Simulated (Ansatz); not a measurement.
# Quasi-harmonic thermodynamics of PN (hypothetical, Fm-3m)

Aim: the lattice, expansion, heat capacity and bulk modulus of PN (hypothetical) as it warms. The crystal structure is hypothetical: it was made by swapping elements on a known structure type.

Main program and level: Ansatz 0.2.0; DFT PBE, scalar-relativistic, plane waves, PAW.

**1. Starting point**

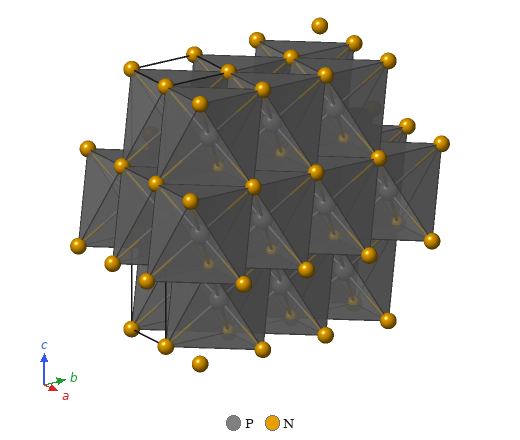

The starting structure, seen slightly off an axis (phosphorus grey, nitrogen orange). 2×3×1 cells are drawn. This picture shows the conventional cell, with its axes. Bonds to atoms that aren't drawn are left out. Some periodic images of atoms are drawn too.

**2. Probe on a coarse mesh**

Before spending time, one coarse run tells the gap and the pressure of the starting cell.

The input, input.yaml:

```yaml
crystal:
  lattice:
    - [1.5352, 0.88635, 2.75527]
    - [-1.5352, 0.88635, 2.75527]
    - [0.0, -1.7727, 2.75527]
  atoms:
    - { symbol: P, position: [0.5, 0.5, 0.5] }
    - { symbol: "N", position: [0.0, 0.0, 0.0] }
kpoints:
  mp_grid: { grid: [9, 9, 9] }
hamiltonian:
  xc: pbe
scf:
  occupations: { method: gaussian, width: 0.1 }
output:
  forces: true
  stress: true
  eigenvalues: true
```

The run is started by

```bash
ansatz run input.yaml --threads 4 --pin off --max-ram 8192MiB --backend cpu --events-out ev --progress --plain --runs-dir out
```

Numbers of over 12 decimals in the logs are rounded to 6 here.

Log:

```text
Engine: ansatz 0.2.0, aarch64-unknown-linux-gnu
Pseudopotentials: kind: paw
Pseudopotential: P, paw, valence charge 5, recommended cutoff 420 eV (normal), P.paw.azcp
Pseudopotential: N, paw, valence charge 5, recommended cutoff 420 eV (normal), N.paw.azcp
Functional definition: PBE
  parameter kappa = 0.804
  parameter beta = 0.066725
  exchange = pbe_x(kappa = kappa, mu = beta*pi^2/3)
  correlation = pbe_c(beta = beta)
Crystal: 2 atoms, lattice volume = 22.495 Å³
Basis set: ecut = 420 eV, 453 PW (Γ), exchange–correlation on 48×48×48 points (8 copies of the dense FFT grid, shifted against one another)
Bands: 9, of which v1, the nominal top of the filled ones, is band 5 counted from 1 (4 counted from 0)
Symmetry: 12 space group operations
Space group: R-3m (ITA 166), of the structure as read, at distance tolerance 2.8e-5 Å
k-points: 85 of 729
Non-local potential: P, projectors of the file, l = 0: 2, l = 1: 2, l = 2: 2
Non-local potential: N, projectors of the file, l = 0: 2, l = 1: 2, l = 2: 1
PAW form: soft (Blöchl's): semilocal exchange-correlation on the pseudo side does not see the compensation charge
PAW one-centre angular grid: P, 110 points (default); XC on 64 Gauss nodes
PAW one-centre angular grid: N, 110 points (default); XC on 64 Gauss nodes
Initial density: superposition of atomic densities (neutral atoms: chi_scale 0, normalization atom), corrected by the library's trained network
Initial wavefunctions: pseudopotential atomic-orbital guess
Functional: x = pbe(κ = 0.804, μ = 0.219515), c = pbe(β = 0.066725)
SCF iter   1: F=—  HF=-1137.252632 eV  |F-HF|=—  |Δ(HF+E_count)|=         —  Δρ=4.28e-3  dr2=2.54e-3  ethr=1.77e-3  ⟨swp⟩=6.3  Hψ=5977  notcnv=0
preconditioner: auto → none  [insulator: Δε(μ)=0.136 eV  Ē_g=12.092 eV  σ=0.100 eV  W_gap=0.65  n_scr=2 (ndim 8)  ℏωp=24.8 eV  f_vac=0.000  D(μ)=0.36/eV (n_scr^D=0)  ε∞_Penn≈5.2]
SCF iter   2: F=—  HF=-1137.252325 eV  |F-HF|=—  |Δ(HF+E_count)|=   3.07e-4  Δρ=2.04e-3  dr2=6.58e-4  ethr=2.54e-5  ⟨swp⟩=1.3  Hψ=1495  notcnv=0
SCF iter   3: F=—  HF=-1137.252288 eV  |F-HF|=—  |Δ(HF+E_count)|=   3.70e-5  Δρ=1.18e-4  dr2=1.01e-6  ethr=6.58e-6  ⟨swp⟩=2.0  Hψ=1007  notcnv=0
SCF iter   4: F=—  HF=-1137.252289 eV  |F-HF|=—  |Δ(HF+E_count)|=   5.62e-7  Δρ=2.79e-5  dr2=1.72e-7  ethr=1.01e-8  ⟨swp⟩=2.2  Hψ=1181  notcnv=0
iter 5 did not close the SCF: its close was put off for the readings that it lacked (scf_convergence_deferred on its scf_iter line)
SCF iter   5: F=-1137.252289 eV  HF=-1137.252289 eV  |F-HF|=4.81e-9  |Δ(HF+E_count)|=   2.77e-8  Δρ=5.29e-6  dr2=7.63e-9  ethr=1.72e-9  ⟨swp⟩=2.0  Hψ=1105  notcnv=0
SCF iter   6: F=-1137.252289 eV  HF=-1137.252289 eV  |F-HF|=1.45e-10  |Δ(HF+E_count)|=  1.33e-10  Δρ=1.07e-6  dr2=2.57e-10  ethr=7.63e-11  ⟨swp⟩=3.4  Hψ=3612  notcnv=0
SCF 1 converged in 6 iterations: F = -1137.252289 eV  dr2 = 2.57e-10
  greatest PAW one-centre occupation: 0.870 electrons in one spin orbital (limit 2), on the P atom at site 0 (counted from 0), in its partial waves of l = 0
SCF converged after 6 iterations
Free energy (F): -1137.252289 eV
Harris-Foulkes:  -1137.252289 eV  (|F-HF|=1.45e-10)
Internal energy: -1137.250562 eV  (E = F + TS)
E sigma→0 (E₀):  -1137.251426 eV
Entropy (-TS):   -0.001727 eV (-0.863 meV/atom)
Fermi energy:    10.289006 eV
--- Per-component energies (eV) ---
  E_band       = 27.549699
  E_kinetic    = 191.230108
  E_local      = -191.411315  (includes V_loc(G=0)·N_el)
  E_nonlocal   = 79.634863
  E_hartree    = 53.466432
  E_xc         = -118.963295
  E_vxc        = -133.896266  (∫ρ·V_xc dr)
  E_paw        = -695.022039  (= ΣΔE_a)
  E_vpaw       = -24.940492  (= ΣTr[D̂ρ^β])
  E_aug_tail   = 0.000087  (compensation charges beyond the density's cutoff)
  E_ewald      = -456.185404
  E_smearing   = -0.001727  (= −TS)
  E_closure    = 0.000000  (closes the sum)
  Σ components = -1137.252289   (vs F -1137.252289, Δ=0.00e0)
--- Forces (eV/Å), atoms counted from 1 ---
  atom   1  P      0.00000000     0.00000000     0.00000000
  atom   2  N     -0.00000000     0.00000000     0.00000000
  max |Σ_I F_I| component: 1.05e-30 eV/Å
--- Stress (GPa, compression-positive) ---
       -9.496672      -0.000000      -0.000000
       -0.000000      -9.496672       0.000000
       -0.000000       0.000000     -23.961152
  P = ⅓ Tr σ = -14.3182 GPa (-143.182 kbar)
--- Band table (eV; the first three rows and the last of 85) ---
  k-point 0: bands = ["-8.1872", "4.9559", "6.4937", "7.8648", "7.8648", "15.1220", "15.1220", "15.3970", "17.5084"]
  k-point 1: bands = ["-7.9626", "4.0382", "6.6503", "7.8177", "8.2059", "14.2802", "14.4206", "14.7437", "18.1165"]
  k-point 2: bands = ["-7.3044", "2.2284", "6.7359", "7.7259", "8.8025", "12.7524", "13.1096", "13.5146", "18.6557"]
  k-point 84: bands = ["-5.2545", "-2.3883", "6.5485", "7.6416", "10.2127", "11.8497", "12.3384", "13.9982", "20.3718"]
```

The job ended after 0.42 s (4 threads of Arm Neoverse V2, shared host; peak memory 0.27 GiB).

In the SCF lines HF is the Harris–Foulkes energy and dr2 the Hartree energy of the density residual, in eV; the loop may stop once dr2 is under the threshold and the program's other checks hold. Hψ counts applications of the Hamiltonian.

This step gave:

```
pressure          : -14.32 GPa
volume per atom   : 11.25 Å³
gap on the k-mesh : 0 eV
```

The start is under -14 GPa at this level and looks like a metal on this mesh.

**3. A loose first relaxation**

The start is far from rest, so a relaxation with loose thresholds first brings it near the minimum.

Changes to input.yaml since step 2:

```diff
@@ -18 +18,6 @@
   eigenvalues: true
+relax:
+  adjacent_minimum: "off"
+  f_tol: 0.05
+  max_steps: 80
+  cell: { stress_tol: 0.5 }
```

Log:

```text
[...]
Crystal: 2 atoms, lattice volume = 22.495 Å³
Basis set: ecut = 420 eV, 453 PW (Γ), exchange–correlation on 48×48×48 points (8 copies of the dense FFT grid, shifted against one another)
Bands: 9, of which v1, the nominal top of the filled ones, is band 5 counted from 1 (4 counted from 0)
Symmetry: 12 space group operations
[...]
k-points: 85 of 729
[...]
SCF iter   1: F=—  HF=-1137.252628 eV  |F-HF|=—  |Δ(HF+E_count)|=         —  Δρ=4.28e-3  dr2=2.54e-3  ethr=1.77e-3  ⟨swp⟩=6.3  Hψ=5983  notcnv=0
[...]
SCF iter   6: F=-1137.252289 eV  HF=-1137.252289 eV  |F-HF|=1.37e-10  |Δ(HF+E_count)|=  8.41e-11  Δρ=1.05e-6  dr2=2.47e-10  ethr=7.39e-11  ⟨swp⟩=3.4  Hψ=3618  notcnv=0
SCF 1 converged in 6 iterations: F = -1137.252289 eV  dr2 = 2.47e-10
[...]
relax step   1: F+E_penalty+E_count = -1137.25228883 eV  Δ(F+E_penalty+E_count) = +0.000e0 eV  max|allowed force component| = 7.096e-30 eV/Å  Δτ_max = 0.0000 Å  P = -14.318 GPa  Ω = 22.495 Å³  (6 SCF iters, dr2 threshold 1.00e-7 eV, accepted)
Crystal: 2 atoms, lattice volume = 21.280 Å³
Basis set: ecut = 420 eV, 423 PW (Γ), exchange–correlation on 48×48×48 points (8 copies of the dense FFT grid, shifted against one another)
[...]
iter 1 solved again at ethr=1.37e-4 eV; its pass at ethr=3.10e-3 eV (dr2=1.37e-2 eV) is discarded
[...]
SCF iter   6: F=-1137.377085 eV  HF=-1137.377085 eV  |F-HF|=6.14e-12  |Δ(HF+E_count)|=   2.44e-9  Δρ=3.11e-7  dr2=1.78e-11  ethr=4.02e-11  ⟨swp⟩=2.5  Hψ=3293  notcnv=0
SCF 2 converged in 6 iterations: F = -1137.377085 eV  dr2 = 1.78e-11
[...]
relax step   2: F+E_penalty+E_count = -1137.37708512 eV  Δ(F+E_penalty+E_count) = -1.248e-1 eV  max|allowed force component| = 2.104e-30 eV/Å  Δτ_max = 0.0000 Å  P = -5.603 GPa  Ω = 21.280 Å³  energy of the carried Pulay correction = +2.876e-3 eV  (6 SCF iters, dr2 threshold 2.00e-7 eV, accepted)
Crystal: 2 atoms, lattice volume = 20.538 Å³
Basis set: ecut = 420 eV, 411 PW (Γ), exchange–correlation on 48×48×48 points (8 copies of the dense FFT grid, shifted against one another)
[...]
SCF iter   6: F=-1137.405155 eV  HF=-1137.405155 eV  |F-HF|=0.00e0  |Δ(HF+E_count)|=  3.56e-10  Δρ=1.71e-7  dr2=3.94e-12  ethr=1.21e-11  ⟨swp⟩=1.7  Hψ=2924  notcnv=0
SCF 3 converged in 6 iterations: F = -1137.405155 eV  dr2 = 3.94e-12
[...]
relax step   3: F+E_penalty+E_count = -1137.40515532 eV  Δ(F+E_penalty+E_count) = -2.807e-2 eV  max|allowed force component| = 2.054e-33 eV/Å  Δτ_max = 0.0000 Å  P = +0.644 GPa  Ω = 20.538 Å³  energy of the carried Pulay correction = +4.645e-3 eV  (6 SCF iters, dr2 threshold 2.00e-7 eV, accepted)
[...]
relax step   4: F+E_penalty+E_count = -1137.40534881 eV  Δ(F+E_penalty+E_count) = -1.935e-4 eV  max|allowed force component| = 6.179e-30 eV/Å  Δτ_max = 0.0000 Å  P = -0.038 GPa  Ω = 20.614 Å³  energy of the carried Pulay correction = +4.466e-3 eV  (6 SCF iters, dr2 threshold 2.00e-7 eV, accepted)
[...]
relax step   5: F+E_penalty+E_count = -1137.40319458 eV  Δ(F+E_penalty+E_count) = +2.154e-3 eV  max|allowed force component| = 4.339e-30 eV/Å  Δτ_max = 0.0000 Å  P = -0.245 GPa  Ω = 20.614 Å³  stress off target by 6.05e-1 GPa  SCF on the basis re-selected at this cell (its energy is not comparable with the rows above)  (6 SCF iters)
[...]
relax step   6: F+E_penalty+E_count = -1137.40334843 eV  Δ(F+E_penalty+E_count) = -1.538e-4 eV  max|allowed force component| = 1.849e-32 eV/Å  Δτ_max = 0.0000 Å  P = +0.002 GPa  Ω = 20.587 Å³  energy of the carried Pulay correction = +7.252e-5 eV  (6 SCF iters, dr2 threshold 2.00e-7 eV, accepted)
[...]
SCF iter   6: F=-1137.403299 eV  HF=-1137.403299 eV  |F-HF|=0.00e0  |Δ(HF+E_count)|=  2.27e-13  Δρ=7.66e-10  dr2=7.66e-17  ethr=1.00e-12  ⟨swp⟩=1.7  Hψ=2537  notcnv=0
SCF 7 converged in 6 iterations: F = -1137.403299 eV  dr2 = 7.66e-17
relax step   7: F+E_penalty+E_count = -1137.40329939 eV  Δ(F+E_penalty+E_count) = +4.905e-5 eV  max|allowed force component| = 1.578e-30 eV/Å  Δτ_max = 0.0000 Å  P = -0.002 GPa  Ω = 20.587 Å³  stress off target by 5.46e-3 GPa  SCF on the basis re-selected at this cell (its energy is not comparable with the rows above)  (6 SCF iters)
[...]
SCF converged after 6 iterations
Free energy (F): -1137.403299 eV
[...]
Internal energy: -1137.403123 eV  (E = F + TS)
E sigma→0 (E₀):  -1137.403211 eV
Entropy (-TS):   -0.000176 eV (-0.088 meV/atom)
Fermi energy:    12.222109 eV
[...]
--- Stress (GPa, compression-positive) ---
       -0.000774       0.000000      -0.000000
        0.000000      -0.000774       0.000000
       -0.000000       0.000000      -0.005456
  P = ⅓ Tr σ = -0.0023 GPa (-0.023 kbar)
--- Band table (eV; the first three rows and the last of 85) ---
[...]
--- Relaxed structure (5 steps of the walk, 5 accepted, 2 SCFs on fresh bases) ---
  F+E_penalty+E_count = -1137.40329939 eV   max|allowed force component| = 1.578e-30 eV/Å   (the final SCF, on the basis selected at the relaxed cell)
  cell:  # Å, volume = 20.5870 Å³
    - [1.538163, 0.888059, 2.511869]
    - [-1.538163, 0.888059, 2.511869]
    - [0, -1.776118, 2.511869]
  atoms:
    - { symbol: P, position: [0.5, 0.5, 0.500000] }
    - { symbol: N, position: [0, 0, 0] }
```

Wall time 2.8 s (4 threads); peak memory 0.28 GiB; 9.3 s of CPU time.

Step by step:

```tsv
step	energy less that of the first step (eV)	largest force component (eV/Å)	pressure (GPa)	volume (Å³)
1	0.0000	0.0000	-14.32	22.49
2	-0.1248	0.0000	-5.60	21.28
3	-0.1529	0.0000	0.64	20.54
4	-0.1531	0.0000	-0.04	20.61
5*	-0.1509	0.0000	-0.24	20.61
6	-0.1511	0.0000	0.00	20.59
7*	-0.1510	0.0000	0.00	20.59
```

Relaxation steps marked * repeat the geometry before them on a plane-wave basis chosen anew for their cell, so energy and pressure can jump there.

Forces are held to the 12 operations that the run works with; a distortion that breaks them can't arise in this run.

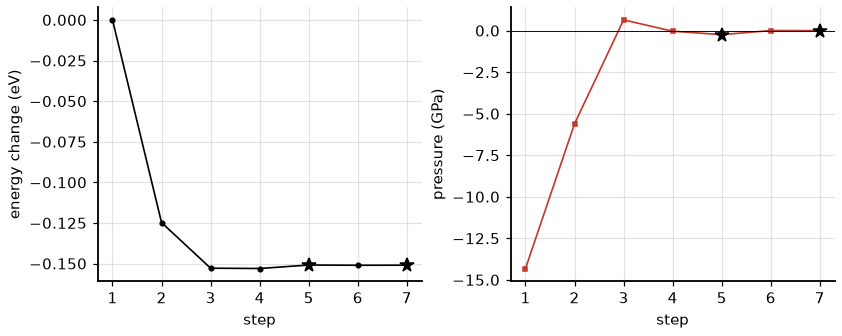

Energy and pressure along the relaxation. Stars mark steps on a basis chosen anew.

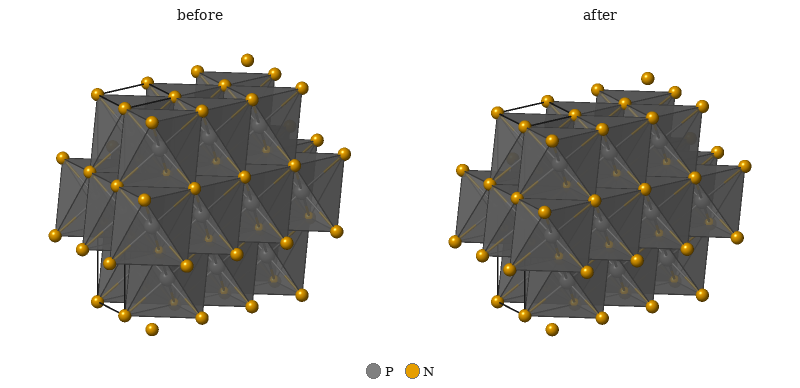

Before and after, at one scale. Bonds to atoms that aren't drawn are left out.

```tsv
cell as run	before	after	change
a (Å)	3.276	3.076	-6.1 %
b (Å)	3.276	3.076	-6.1 %
c (Å)	3.276	3.076	-6.1 %
α (°)	55.88	60.00	+7.4 %
β (°)	55.88	60.00	+7.4 %
γ (°)	55.88	60.00	+7.4 %
volume (Å³/atom)	11.25	10.29	-8.5 %
```

Final coordinates:

```xyz
2
Lattice="1.5382 0.8881 2.5119 -1.5382 0.8881 2.5119 0.0000 -1.7761 2.5119" Properties=species:S:1:pos:R:3 pbc="T T T"
P     0.0000    0.0000    3.7678
N     0.0000    0.0000    0.0000
```

This step gave:

```yaml
pressure: -0.002334 GPa
volume_per_atom: 10.29 Å³
gap_on_the_k_mesh: 0.3488 eV
```

The relaxation ends with a pressure of 0.00 GPa.

**4. Relaxation**

Phonons are second derivatives about a minimum, so cell and atoms are relaxed first, inside the symmetry of the start.

The input, input.yaml:

```yaml
crystal:
  lattice:
    - [1.5381634442, 0.8880590786, 2.5118686463]
    - [-1.5381634442, 0.8880590786, 2.5118686463]
    - [0.0, -1.7761181571, 2.5118686463]
  atoms:
    - { symbol: P, position: [0.5, 0.5, 0.5] }
    - { symbol: "N", position: [0.0, 0.0, 0.0] }
kpoints:
  mp_grid: { grid: [14, 14, 14] }
hamiltonian:
  xc: pbe
scf:
  occupations: { method: gaussian, width: 0.02 }
output:
  forces: true
  stress: true
  eigenvalues: true
relax:
  adjacent_minimum: "off"
  f_tol: 0.005
  max_steps: 80
  cell: { stress_tol: 0.05 }
```

Log:

```text
[...]
P = ⅓ Tr σ = 0.0046 GPa (0.046 kbar)
--- Band table (eV; the first three rows and the last of 288) ---
[...]
--- Relaxed structure (3 steps of the walk, 3 accepted, 1 SCFs on fresh bases) ---
[...]
cell:  # Å, volume = 20.6076 Å³
    - [1.538685, 0.888360, 2.512682]
    - [-1.538685, 0.888360, 2.512682]
    - [0, -1.776720, 2.512682]
  atoms:
    - { symbol: P, position: [0.5, 0.5, 0.500000] }
    - { symbol: N, position: [0, 0, 0] }
[key lines of the parts left out:]
SCF converged after 7 iterations
Free energy (F): -1137.393042 eV
Fermi energy:    12.134261 eV
```

It took 4 s on 4 threads; peak memory 0.35 GiB; 14 s of CPU time.

Little changed from the start: no atom moved by 0.005 Å and no cell edge by 0.1 %.

Numbers from this step:

```yaml
pressure: 0.004602 GPa
volume_per_atom: 10.30 Å³
gap_on_the_k_mesh: 0.08752 eV
```

**5. Other settings for the ground state**

One run with other settings shows how much the ground state depends on them.

This step: DFT PBE, scalar-relativistic, plane waves, PAW; settings changed (Ansatz 0.2.0).

The input, input.yaml:

```yaml
crystal:
  lattice:
    - [1.5386845299, 0.8883599275, 2.5126815271]
    - [-1.5386845299, 0.8883599275, 2.5126815271]
    - [0.0, -1.776719855, 2.5126815272]
  atoms:
    - { symbol: P, position: [0.5, 0.5, 0.5] }
    - { symbol: "N", position: [0.0, 0.0, 0.0] }
kpoints:
  mp_grid: { grid: [14, 14, 14] }
hamiltonian:
  xc: pbe
scf:
  occupations: { method: tetrahedron_uncorrected }
output:
  forces: true
  eigenvalues: true
  stress: true
```

Log:

```text
[...]
Crystal: 2 atoms, lattice volume = 20.608 Å³
Basis set: ecut = 420 eV, 411 PW (Γ), exchange–correlation on 48×48×48 points (8 copies of the dense FFT grid, shifted against one another)
Bands: 9, of which v1, the nominal top of the filled ones, is band 5 counted from 1 (4 counted from 0)
Symmetry: 12 space group operations
[...]
k-points: 288 of 2744
[...]
SCF iter   1: F=—  HF=-1137.392937 eV  |F-HF|=—  |Δ(HF+E_count)|=         —  Δρ=1.89e-3  dr2=3.53e-4  ethr=1.77e-3  ⟨swp⟩=6.3  Hψ=20850  notcnv=0
[...]
SCF iter   6: F=-1137.393042 eV  HF=-1137.393042 eV  |F-HF|=2.44e-10  |Δ(HF+E_count)|=  4.94e-10  Δρ=1.80e-6  dr2=3.57e-10  ethr=3.05e-10  ⟨swp⟩=2.0  Hψ=9986  notcnv=0
SCF 1 converged in 6 iterations: F = -1137.393042 eV  dr2 = 3.57e-10
[...]
SCF converged after 6 iterations
Free energy (F): -1137.393042 eV
[...]
Internal energy: -1137.393042 eV  (E = F + TS)
E sigma→0 (E₀):  -1137.393042 eV
Fermi energy:    12.090494 eV
[...]
--- Stress (GPa, compression-positive) ---
        0.005346       0.000000      -0.000000
        0.000000       0.005346      -0.000000
       -0.000000      -0.000000       0.003658
  P = ⅓ Tr σ = 0.0048 GPa (0.048 kbar)
--- Band table (eV; the first three rows and the last of 288) ---
[...]
```

It took 0.93 s on 4 threads; peak memory 0.33 GiB; 3.1 s of CPU time.

Numbers from this step:

```
pressure : 0.004783 GPa
```

The run ends at a pressure of 0.00 GPa.

**6. Relaxing to small residual forces and stress**

The relaxation is repeated with tighter thresholds on force and stress, since phonons are sensitive to what is left; a change of mesh or smearing in the input moves the cell too.

This step: DFT PBE, scalar-relativistic, plane waves, PAW (Ansatz 0.2.0).

input.yaml, the sections that differ from step 5:

```yaml
kpoints:
  mp_grid: { grid: [16, 16, 16] }
scf:
  occupations: { method: gaussian, width: 0.02 }
output:
  forces: true
  stress: true
  eigenvalues: true
relax:
  adjacent_minimum: "off"
  f_tol: 0.001
  max_steps: 60
  cell: { stress_tol: 0.01 }
# crystal, hamiltonian: as in step 5
```

Log:

```text
[...]
Crystal: 2 atoms, lattice volume = 20.608 Å³
Basis set: ecut = 420 eV, 411 PW (Γ), exchange–correlation on 48×48×48 points (8 copies of the dense FFT grid, shifted against one another)
Bands: 9, of which v1, the nominal top of the filled ones, is band 5 counted from 1 (4 counted from 0)
Symmetry: 12 space group operations
[...]
P = ⅓ Tr σ = -0.0010 GPa (-0.010 kbar)
--- Band table (eV; the first three rows and the last of 417) ---
[...]
--- Relaxed structure (3 steps of the walk, 3 accepted, 1 SCFs on fresh bases) ---
[...]
cell:  # Å, volume = 20.6039 Å³
    - [1.538597, 0.888309, 2.512519]
    - [-1.538597, 0.888309, 2.512519]
    - [0, -1.776618, 2.512519]
  atoms:
    - { symbol: P, position: [0.5, 0.5, 0.500000] }
    - { symbol: N, position: [0, 0, 0] }
[key lines of the parts left out:]
SCF converged after 8 iterations
Free energy (F): -1137.393000 eV
Fermi energy:    12.173848 eV
```

Elapsed: 5.7 s, on 4 threads; peak memory 0.39 GiB; 21 s of CPU time.

Little changed from the start: no atom moved by 0.005 Å and no cell edge by 0.1 %.

This step gave:

| Property | Result |
| --- | --- |
| pressure | -0.001005 GPa |
| gap on the k-mesh | 0 eV |

The residual pressure is -0.0010 GPa, small enough for phonons.

**7. A faulty attempt**

This input was changed on purpose, to see how the program answers.

The input, input.yaml:

```yaml
crystal:
  lattice:
    - [1.5385965437, 0.8883091287, 2.51251895]
    - [-1.5385965437, 0.8883091287, 2.51251895]
    - [0.0, -1.7766182573, 2.5125189501]
  atoms:
    - { symbol: P, position: [0.5, 0.5, 0.5] }
    - { symbol: "N", position: [0.0, 0.0, 0.0] }
kpoints:
  mp_grid: { grid: [16, 16, 16] }
hamiltonian:
  xc: pbe
scf:
  occupations: { method: gaussian, width: 0.02 }
  max_iter: 50
output:
  eigenvalues: true
phonons:
  method: dfpt
  qmesh: [4, 4, 4]
  temperatures: { t_max: 500, t_step: -50 }
  thermal_expansion: {}
```

Log:

```text
Error: invalid value for `phonons.temperatures.t_step`: must be finite and > 0; got -50 K
```

Elapsed: 0.02 s, on 4 threads; peak memory 0.032 GiB.

The program refused the input before any cycle.

The program's message: “Error: invalid value for `phonons.temperatures.t_step`: must be finite and > 0; got -50 K”

The fault put into the input: a negative temperature step.

(Part 1 of 2 ends here.)

[Logs are printed without paths, hosts, clocks, repeated set-up lines and the standing remarks that a program may print on its own settings, such as how far it seeks lower states.]

[Hosts, paths, dates, database ids (printed as entryN), source tags and the programs' standing remarks are cut or masked in the printed files.]

[A step with changed settings may run another functional than the one named; its input shows which.]
